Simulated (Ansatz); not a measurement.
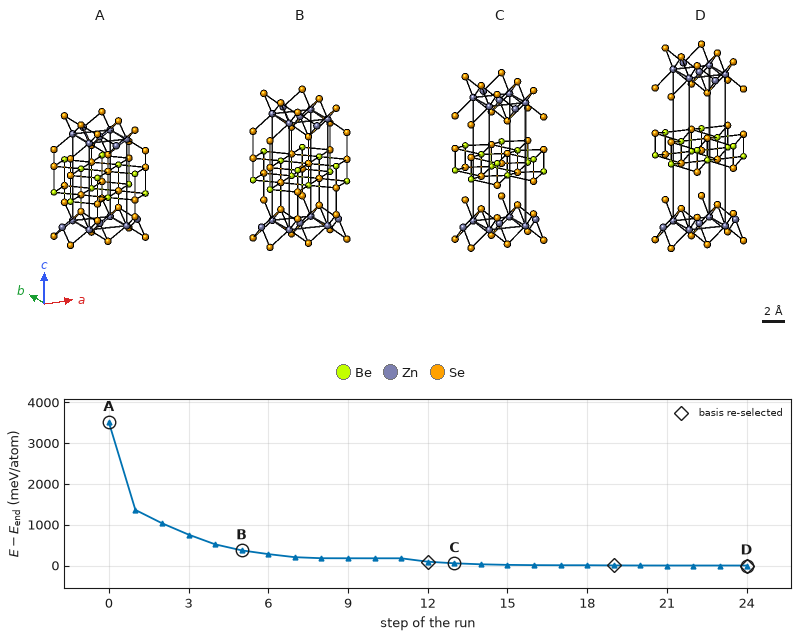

Frames of a relaxation of solid BeZnSe$_{2}$ (a generated structure, set up in P4/nmm) (coarse preliminary run), marked on the history of the run. Style: ball-and-stick. Shown: the cell of the calculation, slightly off an axis.

Computed with DFT PBE, scalar-relativistic, plane waves, PAW (Ansatz 0.2.0).

Input
```yaml
crystal:
  lattice:
    - [3.87567467, 0.0, 0.0]
    - [0.0, 3.87567467, 0.0]
    - [0.0, 0.0, 8.45218267]
  atoms:
    - { symbol: Be, position: [0.0, 0.5, 0.65165198] }
    - { symbol: Be, position: [0.5, 0.0, 0.34834802] }
    - { symbol: Zn, position: [0.0, 0.0, 0.0] }
    - { symbol: Zn, position: [0.5, 0.5, 0.0] }
    - { symbol: Se, position: [0.0, 0.5, 0.15651] }
    - { symbol: Se, position: [0.5, 0.0, 0.84349] }
    - { symbol: Se, position: [0.0, 0.5, 0.34989899] }
    - { symbol: Se, position: [0.5, 0.0, 0.65010101] }
basis:
  ecutwfc: 420
kpoints:
  mp_grid: { grid: [4, 4, 2] }
hamiltonian:
  xc: pbe
scf:
  occupations: { method: gaussian, width: 0.1 }
  lower_state_search: "off"
output:
  forces: true
  stress: true
  eigenvalues: true
relax:
  adjacent_minimum: "off"
  f_tol: 0.04
  max_steps: 70
  cell: { stress_tol: 0.4 }
```

Run as
```bash
ansatz run input.yaml --threads 1 --pin off --max-ram 2560MiB --backend cpu --events-out ev --progress --plain --runs-dir out
```

What happens along the run?

Answer. The largest moves relative to the cell, 1.44 Å, are those of Be1 and Be2. Be1 goes along −c. By element the largest moves are Be 1.44 Å, Se 0.88 Å. Zn stays in place. Cell: a = b 3.876 → 3.739 Å (−3.5 %), c 8.452 → 14.801 Å (+75.1 %). Volume +63.0 %. Among the contacts that change: Se5–Se7 1.635 → 4.421 Å, Be1–Se7 2.550 → 2.148 Å, Zn3–Se5 2.346 → 2.485 Å, Be1–Se8 2.741 → 2.698 Å. Bonds break: Se5–Se7 (1.63 → 4.42 Å), Se6–Se8 (1.63 → 4.42 Å). Bond angles that change, for instance: Se5–Zn3–Se5 111.4° → 97.6°, Zn3–Se5–Zn3 111.4° → 97.6°, Se5–Zn3–Se6 108.5° → 115.7°. The space group stays P4/nmm (No. 129). After 21 accepted moves (24 points after the start) the energy has fallen by 3518 meV per atom. Largest force component: 43 eV/Å at the start, 0.015 eV/Å at the end. The pressure goes from 75.27 to 0.02 GPa. At 3 points the geometry stayed and the basis and grid were re-selected for the new cell (energy shift of 83.4 meV per atom at most each time). From step 0 to 5: Be and Se atoms move most (0.51 Å), volume +29.6 %, energy −3146 meV per atom. From step 5 to 13: Be atoms move most (0.33 Å), volume +3.1 %, energy −317 meV per atom. From step 13 to 24: Se atoms move most (0.33 Å), volume +22.0 %, energy −54.7 meV per atom.

```csv
step,"E − E(0), meV/atom","largest force component, eV/Å","pressure, GPa","volume, Å³/atom",note
0,0.00,42.6244,75.27,15.870,
1,-2153.22,8.4206,30.05,16.766,
2,-2479.98,5.7632,17.49,18.218,
3,-2758.69,3.5180,8.82,19.336,
4,-2997.62,2.0001,4.91,20.013,
5,-3145.72,1.5228,2.99,20.569,
6,-3237.43,1.2023,0.56,20.870,
7,-3313.06,0.7041,0.23,20.863,
8,-3338.47,0.1706,0.73,20.178,
9,-3339.63,0.2520,0.06,20.485,
10,-3340.25,0.0529,-0.05,20.507,
11,-3340.28,0.0105,-0.01,20.529,
12,-3423.72,0.0172,3.99,20.529,"same geometry, new basis"
13,-3462.83,0.0756,2.51,21.204,
14,-3487.37,0.0930,1.37,21.921,
15,-3501.53,0.0836,0.95,22.561,
16,-3508.03,0.1225,0.56,23.242,
17,-3510.64,0.0599,0.13,23.912,
18,-3510.71,0.0320,-0.05,24.006,
19,-3514.74,0.0313,0.16,24.006,"same geometry, new basis"
20,-3516.27,0.0084,0.11,24.605,
21,-3516.92,0.0237,0.11,25.233,
22,-3517.03,0.0234,0.05,25.651,
23,-3517.01,0.0147,0.02,25.872,
24,-3517.53,0.0145,0.02,25.872,"same geometry, new basis"
```
